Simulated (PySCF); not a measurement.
# C2H6N2Si (SMILES C1=N[SiH2]NC1): B2PLYP/def2-SVPD

Aim: the vertical ionisation energy of C2H6N2Si at B2PLYP/def2-SVPD, from 2 runs. Input form: a Python script.

The results are computed with PySCF 2.14.0.

### Step 1. The structure to begin with

C2H6N2Si has 11 atoms, charge 0, and is taken as a singlet. As SMILES, `C1=N[SiH2]NC1`. The shape is that of a GFN2-xTB optimisation. This is one conformer, not always the lowest.

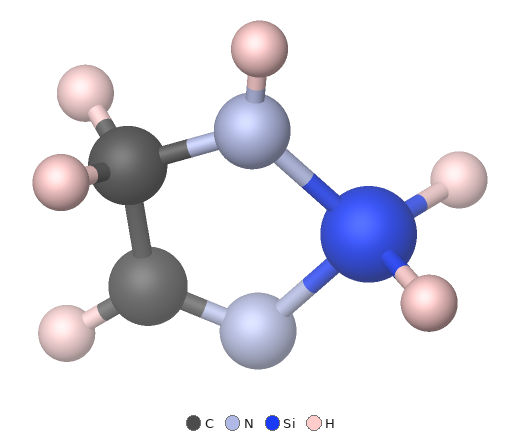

Viewed from a chosen angle; carbon dark grey, nitrogen light blue, silicon blue, hydrogen pink.

### Step 2. The energy at B2PLYP/def2-SVPD

Contents of mol.xyz:

```xyz
11
C2H6N2Si
C      0.375680     1.289250     0.131490
N      0.918520     0.636210     1.056900
Si     0.477200    -1.058660     0.949450
N     -0.477740    -0.790420    -0.458310
C     -0.508310     0.589060    -0.860120
H      0.534560     2.358070     0.032070
H      1.653970    -1.886420     0.699900
H     -0.283090    -1.468040     2.128010
H     -1.051870    -1.426660    -0.978510
H     -1.519130     1.019820    -0.823210
H     -0.119790     0.737780    -1.877690
```

Contents of job.py:

```python
from pyscf import gto, dft, mp

molecule = gto.M(
    atom='mol.xyz',
    max_memory=1860,
    verbose=3,
    basis='def2-svpd',
    charge=0,
)

ks = dft.RKS(molecule, xc='0.53*HF + 0.47*B88, 0.73*LYP')
ks.conv_tol = 1e-10
ks.grids.level = 4
ks.kernel()
if not ks.converged:
    ks = ks.newton().run(ks.mo_coeff, ks.mo_occ)

pt = mp.MP2(ks, frozen=9).run()
etot = ks.e_tot + 0.27 * pt.e_corr
print('PT2 part  %.8f' % (0.27 * pt.e_corr))
print('E = %.10f Eh' % etot)
```

Launch:

```console
OMP_NUM_THREADS=1 python job.py
```

The program printed:

```text
converged SCF energy = -478.054413102063
E(RMP2) = -478.936155102021  E_corr = -0.881741999957861
E(SCS-RMP2) = -478.923043590763  E_corr = -0.868630488699953
PT2 part  -0.23807034
E = -478.2924834421 Eh
```

Wall time 38 s (1 thread of Arm Neoverse V2, shared host); peak memory 1.1 GiB.

### Step 3. The doublet cation at the same level

Contents of run.py:

```python
from pyscf import gto, dft, mp

mol = gto.M(
    atom='''
C      0.709932     2.436329     0.248480
N      1.735751     1.202263     1.997252
Si     0.901777    -2.000577     1.794200
N     -0.902798    -1.493677    -0.866080
C     -0.960567     1.113162    -1.625391
H      1.010172     4.456106     0.060604
H      3.125550    -3.564817     1.322619
H     -0.534963    -2.774194     4.021356
H     -1.987746    -2.695997    -1.849116
H     -2.870740     1.927180    -1.555641
H     -0.226370     1.394202    -3.548320
''',
    verbose=4,
    charge=1,
    unit='bohr',
    spin=1,
    basis='def2-svpd',
    max_memory=1860,
)

mf = dft.UKS(mol)
mf.xc = '0.53*HF + 0.47*B88, 0.73*LYP'
mf.grids.level = 4
mf.conv_tol = 1e-10
mf.kernel()
if not mf.converged:
    mf = mf.newton().run(mf.mo_coeff, mf.mo_occ)

pt = mp.MP2(mf, frozen=9).run()
etot = mf.e_tot + 0.27 * pt.e_corr
print('PT2 part  %.8f' % (0.27 * pt.e_corr))
print('E(%s) = %.9f' % ('B2PLYP', etot))
```

Launch:

```console
OMP_NUM_THREADS=1 python run.py
```

The program printed:

```text
PySCF version 2.14.0

[INPUT] num. atoms = 11
[INPUT] num. electrons = 45
[INPUT] charge = 1
[INPUT] spin (= nelec alpha-beta = 2S) = 1
[INPUT] symmetry False subgroup None
[INPUT] Mole.unit = bohr
[INPUT] Symbol           X                Y                Z      unit          X                Y                Z       unit  Magmom
[INPUT]  1 C      0.375679835703   1.289249785104   0.131489953369 AA    0.709932000000   2.436329000000   0.248480000000 Bohr   0.0
[INPUT]  2 N      0.918519873032   0.636210181132   1.056900242864 AA    1.735751000000   1.202263000000   1.997252000000 Bohr   0.0
[INPUT]  3 Si     0.477199837732  -1.058659757091   0.949449751833 AA    0.901777000000  -2.000577000000   1.794200000000 Bohr   0.0
[INPUT]  4 N     -0.477740127664  -0.790419828875  -0.458309798834 AA   -0.902798000000  -1.493677000000  -0.866080000000 Bohr   0.0
[INPUT]  5 C     -0.508310165962   0.589059962462  -0.860119876034 AA   -0.960567000000   1.113162000000  -1.625391000000 Bohr   0.0
[INPUT]  6 H      0.534560001509   2.358069744644   0.032070255691 AA    1.010172000000   4.456106000000   0.060604000000 Bohr   0.0
[INPUT]  7 H      1.653969831591  -1.886419917500   0.699899833530 AA    3.125550000000  -3.564817000000   1.322619000000 Bohr   0.0
[INPUT]  8 H     -0.283090228285  -1.468040243471   2.128009952196 AA   -0.534963000000  -2.774194000000   4.021356000000 Bohr   0.0
[INPUT]  9 H     -1.051869884297  -1.426660173109  -0.978510047548 AA   -1.987746000000  -2.695997000000  -1.849116000000 Bohr   0.0
[INPUT] 10 H     -1.519130186476   1.019819737341  -0.823209765573 AA   -2.870740000000   1.927180000000  -1.555641000000 Bohr   0.0
[INPUT] 11 H     -0.119789845236   0.737779925819  -1.877690081052 AA   -0.226370000000   1.394202000000  -3.548320000000 Bohr   0.0

nuclear repulsion = 229.828988677138
number of shells = 66
number of NR pGTOs = 222
number of NR cGTOs = 152
basis = def2-svpd
ecp = {}

******** <class 'pyscf.dft.uks.UKS'> ********
method = UKS
initial guess = minao
damping factor = 0
level_shift factor = 0
DIIS = <class 'pyscf.scf.diis.CDIIS'>
diis_start_cycle = 1
diis_space = 8
diis_damp = 0
SCF conv_tol = 1e-10
SCF conv_tol_grad = None
SCF max_cycles = 50
direct_scf = True
direct_scf_tol = 1e-13
number electrons alpha = 23  beta = 22
XC library pyscf.dft.libxc version 7.0.0
    S. Lehtola, C. Steigemann, M. J.T. Oliveira, and M. A.L. Marques.,  SoftwareX 7, 1–5 (2018)
XC functionals = 0.53*HF + 0.47*B88, 0.73*LYP
    A. D. Becke.,  Phys. Rev. A 38, 3098 (1988)
    C. Lee, W. Yang, and R. G. Parr.,  Phys. Rev. B 37, 785 (1988)
    B. Miehlich, A. Savin, H. Stoll, and H. Preuss.,  Chem. Phys. Lett. 157, 200 (1989)
radial grids:
    Treutler-Ahlrichs [JCP 102, 346 (1995); DOI:10.1063/1.469408] (M4) radial grids

becke partition: Becke, JCP 88, 2547 (1988); DOI:10.1063/1.454033
pruning grids: <function nwchem_prune>
grids dens level: 4
symmetrized grids: False
atomic radii adjust function: <function treutler_atomic_radii_adjust>
small_rho_cutoff = 0
Set gradient conv threshold to 1e-05
tot grids = 236136
init E= -478.81385686772
[... the frontier-level lines of each cycle are left out ...]


cycle= 1 E= -477.64299216992  delta_E= 1.17  |g|= 0.372  |ddm|= 3.48
cycle= 2 E= -477.5940902568  delta_E= 0.0489  |g|= 0.528  |ddm|= 1.37
cycle= 3 E= -477.728669788042  delta_E= -0.135  |g|= 0.0786  |ddm|= 0.932
cycle= 4 E= -477.732882563089  delta_E= -0.00421  |g|= 0.0274  |ddm|= 0.144
cycle= 5 E= -477.734063047496  delta_E= -0.00118  |g|= 0.0142  |ddm|= 0.0788
cycle= 6 E= -477.734659709866  delta_E= -0.000597  |g|= 0.00659  |ddm|= 0.0632
cycle= 7 E= -477.73489395834  delta_E= -0.000234  |g|= 0.00368  |ddm|= 0.045
cycle= 8 E= -477.734969461542  delta_E= -7.55e-05  |g|= 0.00214  |ddm|= 0.0296
cycle= 9 E= -477.734990516378  delta_E= -2.11e-05  |g|= 0.00117  |ddm|= 0.0149
cycle= 10 E= -477.734998330865  delta_E= -7.81e-06  |g|= 0.000548  |ddm|= 0.0112
cycle= 11 E= -477.735000147967  delta_E= -1.82e-06  |g|= 0.000279  |ddm|= 0.00497
cycle= 12 E= -477.735000644236  delta_E= -4.96e-07  |g|= 0.000144  |ddm|= 0.00329
cycle= 13 E= -477.735000700177  delta_E= -5.59e-08  |g|= 0.000104  |ddm|= 0.000574
cycle= 14 E= -477.735000733131  delta_E= -3.3e-08  |g|= 5.53e-05  |ddm|= 0.000544
cycle= 15 E= -477.735000751457  delta_E= -1.83e-08  |g|= 3.27e-05  |ddm|= 0.000378
cycle= 16 E= -477.735000757148  delta_E= -5.69e-09  |g|= 2.06e-05  |ddm|= 0.000218
cycle= 17 E= -477.735000759252  delta_E= -2.1e-09  |g|= 9.13e-06  |ddm|= 0.000159
cycle= 18 E= -477.735000759586  delta_E= -3.34e-10  |g|= 5.38e-06  |ddm|= 7.11e-05
cycle= 19 E= -477.735000759635  delta_E= -4.9e-11  |g|= 1.71e-06  |ddm|= 2.22e-05
Extra cycle  E= -477.735000759642  delta_E= -7.5e-12  |g|= 1.18e-06  |ddm|= 6.82e-06
converged SCF energy = -477.735000759642  <S^2> = 0.75922432  2S+1 = 2.0092031

******** <class 'pyscf.mp.ump2.UMP2'> ********
nocc = (np.int64(14), np.int64(13)), nmo = (143, 143)
frozen orbitals 9
E(UMP2) = -478.566398557436  E_corr = -0.83139779779419
E(SCS-UMP2) = -478.555178227435  E_corr = -0.82017746779246
E_corr(same-spin) = -0.204807564877578
E_corr(oppo-spin) = -0.626590232916611
PT2 part  -0.22447741
E(B2PLYP) = -477.959478165
```

Wall time 2 min (1 thread of Arm Neoverse V2, shared host); peak memory 1.2 GiB.

### Step 4. What came out

Level: B2PLYP/def2-SVPD, 9 core orbitals frozen.

```
                                                                quantity          value
                                          singlet C2H6N2Si: total energy  -478.29248 Eh
                              singlet C2H6N2Si: dipole moment (SCF part)         2.72 D
                     singlet C2H6N2Si: HOMO energy (SCF part's orbitals)       -8.09 eV
                     singlet C2H6N2Si: LUMO energy (SCF part's orbitals)        1.22 eV
                   singlet C2H6N2Si: HOMO–LUMO gap (SCF part's orbitals)        9.31 eV
                                            doublet cation: total energy  -477.95948 Eh
doublet cation: HOMO energy (SCF part's orbitals) (highest over α and β)      -13.82 eV
 doublet cation: LUMO energy (SCF part's orbitals) (lowest over α and β)       -9.34 eV
                                                    doublet cation: ⟨S²⟩          0.759
                      vertical ionisation energy (to the doublet cation)       9.062 eV
```

In words: Removing an electron at fixed nuclei costs 9.06 eV (209 kcal/mol). The negative HOMO energy of the first species, 8.09 eV, lies 0.97 eV below that difference. Mulliken charges (singlet C2H6N2Si) run from -0.57 on N2 to +0.66 on C5; in a basis this large or diffuse they mean little.
